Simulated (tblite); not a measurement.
# Molecular dynamics of CH$_{5}$Ga

CH$_{5}$Ga, computed with GFN2-xTB Langevin dynamics, gas phase (tblite 0.8.0).

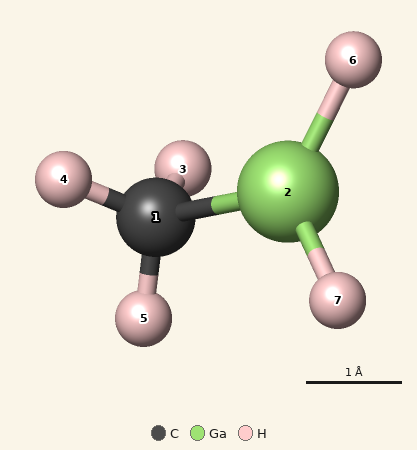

Figure 1. The structure as given in the input (ball-and-stick view, seen at a tilt; atoms are numbered from 1 in the order of the input). Sticks mark near contacts.

## Results in brief

```csv
quantity,value
outcome,finished
mean temperature over the second half,600 K
trajectory,"41 frames kept, 1000 fs"
hardware,"1 CPU thread, shared host"
wall time,6.8 s
peak memory,0.18 GiB
```

## Input file
```
{"job": {"kind": "md", "xc": "GFN2-xTB", "basis": "xTB", "temperature": 600, "steps": 2000, "every": 50}, "charge": 0, "multiplicity": 1}
C     -0.946326    -0.048319     0.028753
Ga     1.068422     0.052965    -0.043568
H     -1.400276     0.579641    -0.744152
H     -1.327365     0.296683     0.994576
H     -1.289728    -1.077222    -0.118423
H      1.874203     1.398854    -0.229586
H      2.024404    -1.197698     0.085324
```

The first line tells a small driver script what to run in tblite; the rest is the geometry in Å.

Run as:
```bash
OMP_NUM_THREADS=1 python <driver script> task.json out
```

## The program's output
```
t/fs     T/K      E/eV
    0.0   485.4   -158.94437
   25.0   326.2   -158.49362
   50.0   383.4   -158.59647
   75.0   512.3   -158.48813
  100.0   623.7   -158.73304
  125.0   774.9   -158.62042
  150.0   926.0   -158.53591
  175.0   715.6   -158.53558
  200.0   695.9   -158.52411
  225.0   576.0   -158.55248
  250.0   666.2   -158.77404
  275.0   812.7   -158.69728
  300.0   807.2   -158.65738
  325.0   707.4   -158.66138
  350.0   523.8   -158.68522
  375.0   764.6   -158.75945
  400.0   698.3   -158.63886
  425.0   731.9   -158.46738
  450.0   948.3   -158.36008
  475.0   735.2   -158.63523
  500.0   764.5   -158.63452
  525.0   564.1   -158.58084
  550.0   418.4   -158.45681
  575.0   375.9   -158.24976
  600.0   775.7   -158.70913
  625.0   650.1   -158.62876
  650.0   746.8   -158.60828
  675.0   790.3   -158.67070
  700.0   687.8   -158.70194
  725.0   313.7   -158.52458
  750.0   533.5   -158.38951
  775.0   479.7   -158.64305
  800.0   671.9   -158.59820
  825.0   786.7   -158.68331
  850.0   865.1   -158.63632
  875.0   467.6   -158.38361
  900.0   468.0   -158.29010
  925.0   566.4   -158.45342
  950.0   461.7   -158.48280
  975.0   745.9   -158.39709
 1000.0   475.6   -158.51817
```

## Trajectory as extended XYZ (Å, eV, eV/Å), 28 of the 41 frames kept, from step=0 to step=40
```
7
Properties=species:S:1:pos:R:3:forces:R:3 step=0 time_fs=0.0 energy=-158.94437 temperature=485.4
C    -0.9463   -0.0483    0.0288    0.0047  -0.0013  -0.0007
Ga    1.0684    0.0530   -0.0436    0.0000   0.0041   0.0001
H    -1.4003    0.5796   -0.7442    0.0002  -0.0005  -0.0007
H    -1.3274    0.2967    0.9946    0.0002  -0.0011   0.0008
H    -1.2897   -1.0772   -0.1184   -0.0071  -0.0025   0.0005
H     1.8742    1.3989   -0.2296    0.0029   0.0053  -0.0006
H     2.0244   -1.1977    0.0853   -0.0009  -0.0040   0.0006
7
Properties=species:S:1:pos:R:3:forces:R:3 step=1 time_fs=25.0 energy=-158.49362 temperature=326.2
C    -1.0120   -0.0222    0.1001    0.2540   0.4430  -0.2716
Ga    1.0589    0.0621   -0.0500   -0.5946  -0.1222  -0.4450
H    -1.5480    0.4237   -0.7786    0.5686  -0.7135   0.3808
H    -1.5377    0.4083    0.9601    0.2954  -0.3337   0.1274
H    -0.9812   -1.1412    0.1040   -0.6479   0.7131  -0.0745
H     2.4076    0.7804   -0.3458    0.0855   0.7350   0.2877
H     1.4374   -1.3555   -0.5572    0.0391  -0.7218  -0.0047
7
Properties=species:S:1:pos:R:3:forces:R:3 step=3 time_fs=75.0 energy=-158.48813 temperature=512.3
C    -0.9673    0.1768    0.3149   -0.8534  -1.2054   1.4048
Ga    0.9668   -0.0027   -0.0224    0.5597   0.2232  -0.1136
H    -1.6840    0.4810   -0.4294   -0.1585  -0.1156  -0.4047
H    -1.0291    0.9000    1.1501    0.2208   0.0748  -0.2762
H    -1.3216   -0.7897    0.8208    0.1662   0.8523  -0.8252
H     1.6864    0.9929    0.8608    0.2982   0.8516   0.8368
H     2.2643   -0.5681   -0.6718   -0.2330  -0.6809  -0.6220
7
Properties=species:S:1:pos:R:3:forces:R:3 step=4 time_fs=100.0 energy=-158.73304 temperature=623.7
C    -1.1643    0.1858    0.3699    1.7183   1.2184   0.1209
Ga    0.8811   -0.0245    0.0141   -0.9372  -0.2177   0.1263
H    -1.6972    0.2683   -0.5388   -0.4343   0.4013  -1.3345
H    -1.1928    1.1667    0.8846   -0.2607  -0.2494  -0.0614
H    -1.7298   -0.5156    0.9017   -0.3987  -1.1382   1.2089
H     1.8587    1.0576    0.6633    0.0399  -0.2401  -0.1846
H     1.3434   -1.2372   -0.9213    0.2727   0.2257   0.1244
7
Properties=species:S:1:pos:R:3:forces:R:3 step=6 time_fs=150.0 energy=-158.53591 temperature=926.0
C    -1.2887    0.2413    0.5003   -0.8195  -2.2007   0.1663
Ga    0.6593   -0.2018    0.1615    0.1345  -1.1230   0.0775
H    -2.0030   -0.3278   -0.2036    1.0126   1.1321   0.5801
H    -1.2261    1.2859    0.3438   -0.8798   1.1703  -0.1295
H    -1.6896   -0.0452    1.5150    0.5941   0.5694  -0.7160
H     1.8044    0.7996   -0.4866   -0.3179  -0.4390   0.2730
H     0.9789   -1.8833    0.4784    0.2761   0.8909  -0.2515
7
Properties=species:S:1:pos:R:3:forces:R:3 step=7 time_fs=175.0 energy=-158.53558 temperature=715.6
C    -1.3492    0.4048    0.5965    0.4867  -2.6710  -0.4816
Ga    0.5878   -0.3177    0.2341    0.4732   0.1692   0.5797
H    -2.0679   -0.3967    0.2357    0.5054   1.1610  -0.2185
H    -1.3951    1.3612    0.1324   -0.5026   0.5241  -0.2183
H    -1.4889    0.3606    1.6501   -0.1276   0.6243   0.9798
H     1.3780    0.3302   -1.0258    0.0065  -0.2117   0.0566
H     1.7848   -1.1322    1.3255   -0.8417   0.4041  -0.6977
7
Properties=species:S:1:pos:R:3:forces:R:3 step=9 time_fs=225.0 energy=-158.55248 temperature=576.0
C    -1.3562    0.6366    0.6669    2.0805  -0.6261   0.2775
Ga    0.3860   -0.5004    0.3023   -0.7918  -0.2486  -0.5360
H    -1.6776   -0.0195    1.4627   -1.1810  -0.3690  -0.1291
H    -1.9859    0.9149   -0.1504   -0.6307  -0.2195  -0.0664
H    -1.0251    1.4929    1.2386    0.2636   0.6648  -0.1572
H     0.7565   -1.8698   -0.5727   -0.3173   0.5620   0.0460
H     1.4883   -0.4332    1.3494    0.5768   0.2364   0.5652
7
Properties=species:S:1:pos:R:3:forces:R:3 step=10 time_fs=250.0 energy=-158.77404 temperature=666.2
C    -1.3181    0.6115    0.6594    1.1840  -0.5500  -1.0910
Ga    0.2717   -0.5904    0.3303   -0.4294  -0.2641  -0.2975
H    -1.5960    0.7556    1.6676   -0.6542   0.0275   0.8893
H    -2.0281    0.1072    0.0097   -0.7151   0.2406   0.2077
H    -1.0431    1.5662    0.2258   -0.1932   0.3960  -0.1283
H     0.0756   -1.8374   -0.6973    0.2074   0.2576   0.3004
H     1.6722   -0.2917    0.8661    0.6006  -0.1076   0.1194
7
Properties=species:S:1:pos:R:3:forces:R:3 step=12 time_fs=300.0 energy=-158.65738 temperature=807.2
C    -1.6194    0.5228    0.6342   -0.4990  -1.0698   0.5874
Ga    0.0867   -0.6582    0.3867    0.4407   1.1533   0.3087
H    -1.6600    1.6307    0.6788    0.1064  -0.7818  -0.3398
H    -1.9940    0.1251    1.6272    0.4164   0.4671  -0.5354
H    -2.3679    0.0596   -0.0595    0.4155   0.7627   0.1025
H     0.0268   -2.1225    0.9243   -0.0693  -0.2915  -0.0655
H     1.7161   -0.1564    0.1873   -0.8108  -0.2399  -0.0580
7
Properties=species:S:1:pos:R:3:forces:R:3 step=13 time_fs=325.0 energy=-158.66138 temperature=707.4
C    -1.7975    0.3907    0.5835   -0.8238   1.0557   0.5193
Ga   -0.0533   -0.6252    0.4503    0.4310   0.7166  -0.6253
H    -1.7074    1.1972   -0.1933   -0.4917  -0.8371   0.0403
H    -1.9711    1.0286    1.5031    0.4847  -0.8194  -0.4204
H    -2.7433   -0.2287    0.5210    0.9661   0.6382  -0.4158
H     0.3481   -1.7612    1.4049    0.2333  -0.4148   0.1988
H     1.2056   -0.1469   -0.6866   -0.7997  -0.3392   0.7031
7
Properties=species:S:1:pos:R:3:forces:R:3 step=15 time_fs=375.0 energy=-158.75945 temperature=764.6
C    -1.9831    0.3739    0.4273   -1.3049  -0.2299   0.1914
Ga   -0.2570   -0.5356    0.5598    0.7303  -0.2731   0.7849
H    -2.7060   -0.1729   -0.1739   -0.1092  -0.6096  -0.2383
H    -1.8328    1.2358   -0.1723    0.3721   1.2431  -0.5726
H    -2.5794    0.6921    1.2879    0.4018  -0.0320   0.3280
H     0.4826   -0.7078    2.0429   -0.1280  -0.0605  -0.7079
H     0.5029   -0.9695   -0.7655    0.0379  -0.0380   0.2145
7
Properties=species:S:1:pos:R:3:forces:R:3 step=16 time_fs=400.0 energy=-158.63886 temperature=698.3
C    -2.2148    0.2929    0.2132    0.5271   1.0924   1.8443
Ga   -0.3456   -0.5495    0.5573   -0.7025   0.0466   0.2563
H    -3.0461   -0.2163    0.6331   -0.6619  -1.6013   0.1117
H    -2.5010    0.6073   -0.7446   -0.0712   0.1804  -1.6535
H    -2.3781    1.2037    0.8511    1.0311   0.0114  -0.2945
H     0.2796   -0.3193    2.0268   -0.0075   0.0266  -0.2570
H     0.4362   -1.6844   -0.2618   -0.1150   0.2439  -0.0073
7
Properties=species:S:1:pos:R:3:forces:R:3 step=18 time_fs=450.0 energy=-158.36008 temperature=948.3
C    -2.2577    0.1540   -0.2432   -2.7971  -1.5993   0.5285
Ga   -0.5883   -0.3948    0.6041    0.4059  -0.1231  -0.1223
H    -3.2729    0.5063    0.2336    1.4197  -1.5284   0.0786
H    -2.4054   -0.7664   -0.9468   -0.2739   1.0745   1.0777
H    -2.2617    0.9544   -0.8835    1.1324   2.0770  -2.0017
H     0.4189    0.2532    1.5587    0.1455   0.2886   0.4548
H     0.0827   -1.6255   -0.0997   -0.0326  -0.1894  -0.0156
7
Properties=species:S:1:pos:R:3:forces:R:3 step=19 time_fs=475.0 energy=-158.63523 temperature=735.2
C    -2.3890    0.0552   -0.5002   -0.3851  -1.0791   1.8622
Ga   -0.6266   -0.2414    0.6156   -1.2124   0.9096  -0.6932
H    -3.2625    0.3913    0.1143    0.3415  -0.9759   0.2420
H    -2.6251   -0.8853   -1.0534    0.0568   0.6488   0.3738
H    -2.3977    0.8845   -1.1194    0.7429   1.4072  -1.8945
H     0.2153    0.8383    1.4065   -0.0469  -0.0931   0.0202
H    -0.0720   -1.6268    0.4514    0.5032  -0.8174   0.0894
7
Properties=species:S:1:pos:R:3:forces:R:3 step=21 time_fs=525.0 energy=-158.58084 temperature=564.1
C    -2.2291   -0.1116   -0.7856   -0.3066   2.9408   2.8152
Ga   -0.7021    0.0357    0.6170   -0.7714  -0.2085  -0.6658
H    -3.1371   -0.0957   -0.0990    0.6150  -0.0898  -0.4194
H    -2.4013   -0.9043   -1.4149   -0.0713  -1.3026  -1.7833
H    -2.2513    0.9675   -1.1827    0.1040  -1.5231  -0.2025
H    -0.4098    1.5571    0.8381    0.2816   0.0647   0.2313
H    -0.1323   -1.1011    1.5471    0.1487   0.1185   0.0245
7
Properties=species:S:1:pos:R:3:forces:R:3 step=22 time_fs=550.0 energy=-158.45681 temperature=418.4
C    -2.2200    0.0330   -0.8311   -0.0699   0.9005   1.8150
Ga   -0.7304    0.1477    0.6133    0.1478  -0.6224   0.5877
H    -3.2485   -0.2181   -0.4845    0.6250   0.5683  -0.1367
H    -1.8144   -0.8776   -1.2146    0.1806  -0.1807  -1.3918
H    -2.1129    1.0434   -1.3049   -0.3105  -1.3029  -0.3476
H     0.3024    1.2426    1.0820   -0.1019   0.4579  -0.1531
H    -0.0767   -1.1472    1.4728   -0.4712   0.1793  -0.3735
7
Properties=species:S:1:pos:R:3:forces:R:3 step=24 time_fs=600.0 energy=-158.70913 temperature=775.7
C    -2.1083    0.3090   -0.9317    1.5843  -0.2712   0.8721
Ga   -0.7456    0.2955    0.6415   -0.1702  -0.5819  -0.0960
H    -3.0422    0.2086   -0.4528   -1.3176  -0.2078   0.4282
H    -1.9251   -0.5885   -1.5489   -0.1022   0.8623  -0.2178
H    -2.0375    1.3131   -1.3316   -0.0078  -0.1713  -0.8765
H     0.4864    1.3076    0.8721   -0.1873  -0.1798   0.0914
H    -0.8610   -1.0124    1.6769    0.2007   0.5497  -0.2015
7
Properties=species:S:1:pos:R:3:forces:R:3 step=25 time_fs=625.0 energy=-158.62876 temperature=650.1
C    -2.0760    0.4432   -0.9460    1.8583  -2.2822   0.5303
Ga   -0.7368    0.3694    0.6958    0.0576   0.0463  -0.2629
H    -3.1336    0.4594   -0.7810   -0.3682   0.3812  -0.0664
H    -1.8151   -0.6166   -1.3886   -0.4905   1.6667   0.3513
H    -1.6062    1.1982   -1.5683   -0.4370   0.1069  -0.2504
H     0.7737    0.9945    0.4067   -0.4283  -0.1078   0.0528
H    -0.6808   -0.3733    2.1601   -0.1918   0.1889  -0.3547
7
Properties=species:S:1:pos:R:3:forces:R:3 step=27 time_fs=675.0 energy=-158.67070 temperature=790.3
C    -2.2777    0.3177   -0.6428    0.3993  -1.4793  -0.4208
Ga   -0.6552    0.5943    0.6646   -0.6518   0.0781   0.4815
H    -3.2663    0.3571   -0.1254    0.7961   0.1202  -0.3180
H    -2.1932   -0.6951   -1.1856   -0.0975   0.9453   0.9620
H    -2.2171    1.0034   -1.4838   -0.1827   0.5007   0.1279
H     0.9246    0.4125    0.8241   -0.0318  -0.1404  -0.5469
H    -0.9879    1.1161    2.1851   -0.2316  -0.0247  -0.2857
7
Properties=species:S:1:pos:R:3:forces:R:3 step=28 time_fs=700.0 energy=-158.70194 temperature=687.8
C    -2.3157    0.1091   -0.4893   -0.5085   1.7124  -0.8315
Ga   -0.6814    0.6349    0.6874   -0.9163  -0.3753  -0.9127
H    -3.2425    0.3694    0.0725    0.3680  -0.0015  -0.3068
H    -2.4192   -0.9001   -0.7921    0.2198  -1.4012   0.2431
H    -2.4122    0.5981   -1.5351    0.3315   0.0063   1.5442
H     0.6518   -0.0275    0.2397    0.3707   0.0584   0.1994
H    -0.8112    1.6184    1.8942    0.1348   0.0009   0.0642
7
Properties=species:S:1:pos:R:3:forces:R:3 step=30 time_fs=750.0 energy=-158.38951 temperature=533.5
C    -2.3450   -0.2275    0.0182   -1.5339  -1.0335  -1.5629
Ga   -0.7489    0.6587    0.7480    1.4531  -0.5499  -0.3705
H    -3.1789    0.3088    0.4691   -0.3574   0.0414   0.2614
H    -2.4460   -1.2800    0.2535    0.4381  -0.5146   1.6042
H    -2.7204   -0.4991   -1.0143    0.8975   1.5996  -0.0385
H     0.7575   -0.1705    0.6326   -0.7295   0.4647   0.1157
H    -0.5647    2.0506    1.4602   -0.1678  -0.0076  -0.0094
7
Properties=species:S:1:pos:R:3:forces:R:3 step=31 time_fs=775.0 energy=-158.64305 temperature=479.7
C    -2.4665   -0.3887    0.3005    0.8784  -0.5253  -0.7025
Ga   -0.7139    0.6378    0.7859   -0.4811  -0.3474   0.5408
H    -3.4501    0.0514    0.4957    0.3046  -0.2306  -0.0380
H    -2.3593   -1.4317    0.6306   -0.2367   0.2630   1.1125
H    -2.3564   -0.6709   -0.7585   -0.3077   0.9055  -0.4514
H     0.5075   -0.3526    1.2796   -0.1799   0.3932  -0.2348
H    -0.5268    2.2274    1.1626    0.0224  -0.4585  -0.2266
7
Properties=species:S:1:pos:R:3:forces:R:3 step=33 time_fs=825.0 energy=-158.68331 temperature=786.7
C    -2.4137   -0.5987    0.5863    0.8870   1.7379   0.2435
Ga   -0.6902    0.5851    0.8247   -1.2372  -0.5124  -0.1692
H    -3.1530    0.2630    0.7504    0.3623  -1.5148  -0.3902
H    -2.5303   -1.4667    1.2331   -0.2568   0.2443  -0.0508
H    -2.3083   -0.8965   -0.4626   -0.6196   0.0171   0.1183
H     0.6845    0.1897    1.2980    0.8230  -0.1585   0.2751
H    -0.8294    2.0782    0.3806    0.0414   0.1864  -0.0265
7
Properties=species:S:1:pos:R:3:forces:R:3 step=34 time_fs=850.0 energy=-158.63632 temperature=865.1
C    -2.3161   -0.7267    0.7355    3.3307  -1.5782  -0.6953
Ga   -0.7420    0.5748    0.8410   -0.0891  -0.5798   0.2151
H    -3.1500   -0.1254    0.7487   -2.1368   0.6809  -0.0579
H    -2.1507   -1.3393    1.6573   -0.6027   0.1347  -0.7948
H    -2.1499   -1.3549   -0.2213   -0.7035   0.6834   1.4715
H     0.7183    0.0459    1.1350    0.0890   0.1467  -0.0986
H    -0.9597    2.0862    1.0132    0.1124   0.5122  -0.0400
7
Properties=species:S:1:pos:R:3:forces:R:3 step=36 time_fs=900.0 energy=-158.29010 temperature=468.0
C    -2.3768   -0.8373    1.0397    1.0479  -1.4016  -1.0883
Ga   -0.8502    0.4954    0.9192    0.2646   0.0397  -0.1164
H    -3.3757   -0.4178    0.9865   -0.0735   0.0700  -0.2374
H    -2.3493   -1.4769    1.9919    0.1207   0.3270  -1.6425
H    -2.1117   -1.4231   -0.0416   -0.9542   0.6465   2.7353
H     0.6586    0.0516    0.1261   -0.9019   0.4623   0.5500
H    -1.1859    1.9850    1.4972    0.4964  -0.1439  -0.2008
7
Properties=species:S:1:pos:R:3:forces:R:3 step=37 time_fs=925.0 energy=-158.45342 temperature=566.4
C    -2.4012   -0.8629    1.0205   -0.7598  -0.7099   0.5566
Ga   -0.8693    0.3944    0.9203    0.7808   0.8770  -0.1284
H    -3.2470   -0.1155    0.9733    0.3478  -0.8872  -0.2574
H    -2.2701   -0.9804    2.1617   -0.4762  -0.6011  -1.2538
H    -2.6305   -1.8789    0.4471    0.4877   2.0720   1.3149
H     0.7086    0.4028    0.5237   -0.3408  -0.1858  -0.0207
H    -1.1612    1.8990    1.5940   -0.0395  -0.5650  -0.2111
7
Properties=species:S:1:pos:R:3:forces:R:3 step=39 time_fs=975.0 energy=-158.39709 temperature=745.9
C    -2.4100   -0.9124    1.2086   -0.8433   3.6844   2.0577
Ga   -0.8324    0.2757    0.8727   -0.3618   0.9163  -0.2652
H    -3.3377   -0.7104    0.6999   -0.2000  -0.1238  -0.6044
H    -2.6609   -0.4841    2.2641    0.0963  -0.4633  -0.8399
H    -2.2552   -1.8972    1.4100    0.5761  -2.7721   0.0370
H     0.1974   -0.3674    0.0120    1.1151  -0.4623  -0.6075
H    -0.4644    1.9247    0.9452   -0.3824  -0.7792   0.2223
7
Properties=species:S:1:pos:R:3:forces:R:3 step=40 time_fs=1000.0 energy=-158.51817 temperature=475.6
C    -2.3707   -0.8358    1.4229   -0.7982   0.3418   0.0008
Ga   -0.8742    0.3011    0.8767    0.8018   0.9924   0.1648
H    -2.9140   -0.9942    0.4953   -0.0977  -0.3777  -0.3429
H    -3.0774   -0.9884    2.2206   -0.4049   0.8938   0.4820
H    -1.7051   -1.6347    1.6023    0.9173  -1.7077  -0.2546
H     0.2109   -0.4815   -0.0046   -0.2159   0.0453   0.0273
H    -0.3153    1.7671    1.2655   -0.2023  -0.1879  -0.0774
```

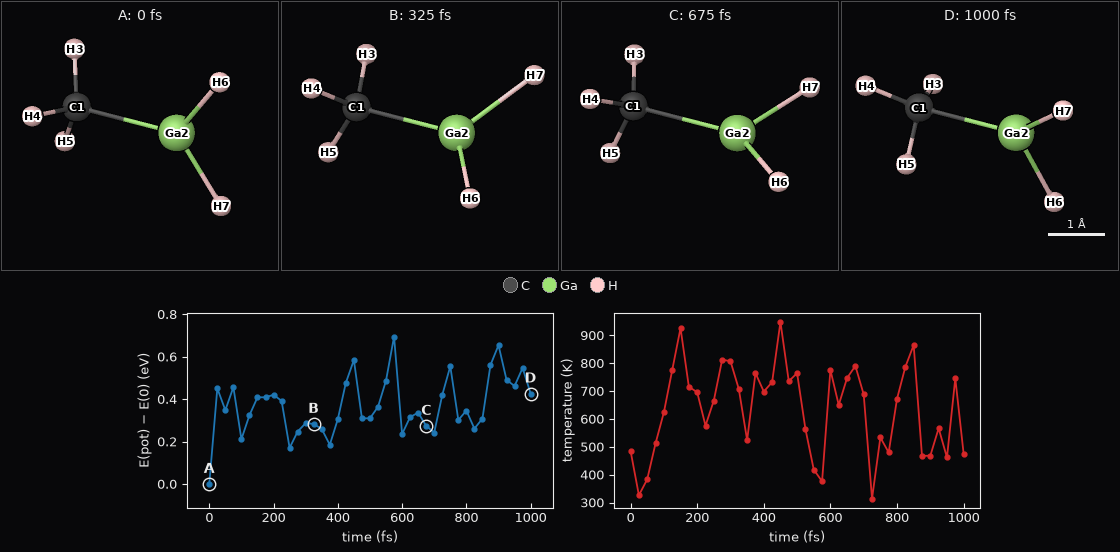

Figure 2. Frames of the molecular dynamics (ball-and-stick, seen at a tilt) above the curves, on which the letters mark them. The trajectory kept here has 41 frames over 1000 fs. The temperature starts at 485 K, ranges from 314 to 948 K and averages 600 K over the second half. The potential energy ends 0.426 eV above its first value. After an unweighted best fit of the last frame on the first, the root-mean-square displacement is 0.97 Å.
